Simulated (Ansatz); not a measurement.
The compound is SrNiO3 (cubic perovskite) (Pm-3m).

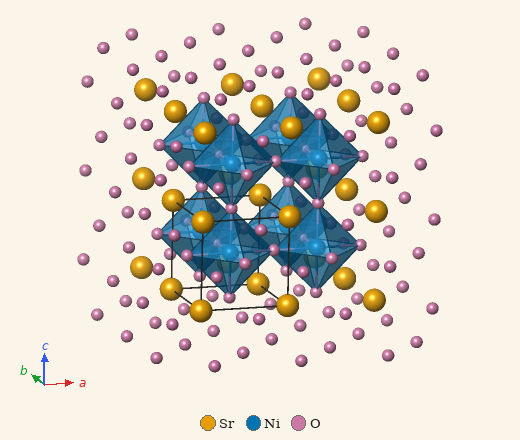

The structure (strontium orange, nickel blue, oxygen pink). 2×2×2 cells are drawn. Some periodic images of atoms are drawn too.

The structure was built from a prototype and need not be the compound's stable phase.

```
Sr Ni O
1.0
     0.00000   -3.73165    0.00000
     0.00000    0.00000    3.73165
    -3.73165    0.00000    0.00000
Sr Ni O
1 1 3
Direct
  0.00000 0.00000 0.00000
  0.50000 0.50000 0.50000
  0.50000 0.50000 0.00000
  0.50000 0.00000 0.50000
  0.00000 0.50000 0.50000
```

The structure was relaxed with LDA. The structure type comes from a generator and need not be one that this composition takes. The structure was generated from a model, not taken from a measurement. The runs that relaxed it are not among those shown. The program's search for lower electronic states was switched off, so nothing shows that the state found is the lowest. PAW set soft_2, made with PBE.

A constrained-RPA run (Ansatz 0.2.0; non-magnetic LDA; Ni d + anion p, bands v12 to c2, 4×4×4 mesh, medium accuracy) builds 14 functions on bands 11 eV wide, with 24.0 electrons in the window. The bare on-site interaction is 27.3 eV and the bare J 0.96 eV.

**Question.** Estimate U, U′ and J.

On the Ni d shell, U = 11.52 eV (42 % of the bare value), U′ = 9.91 eV, J = 0.81 eV.

The parent state is non-magnetic and the interaction static (zero frequency); U depends on the window and the orbitals, so it belongs to this model alone. A window that holds the anion p bands defines a model with explicit ligands; its U belongs to that model and is not the U of DFT+U.

[Paths, hosts, dates, memory and timing lines, banners, echoed tables and standing remarks are left out of the program output.]

[Logs are printed without paths, hosts, clocks, repeated set-up lines and the standing remarks that a program may print on its own settings, such as how far it seeks lower states.]

[Runs of the session that timed out or met a known fault of the program may be left out.]

[Hosts, paths, dates, database ids (printed as entryN), source tags and the programs' standing remarks are cut or masked in the printed files.]
